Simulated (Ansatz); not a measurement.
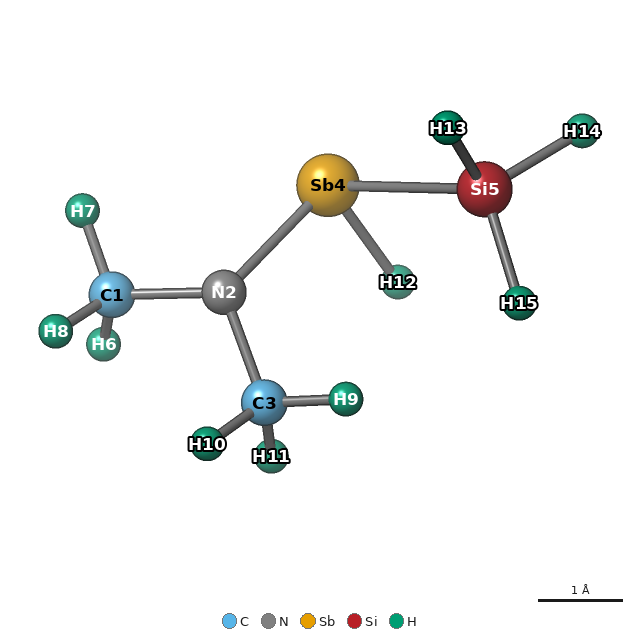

Orthographic view. Depth is shown by fading: the farther an atom, the more it takes the colour of the background. Computed geometry: PBE0-D4/def2-TZVP optimisation.

List the bonded neighbours of every atom.

C1: N2, H6, H7, H8
N2: C1, C3, Sb4
C3: N2, H9, H10, H11
Sb4: N2, Si5, H12
Si5: Sb4, H13, H14, H15
(terminal hydrogens appear only as neighbours)
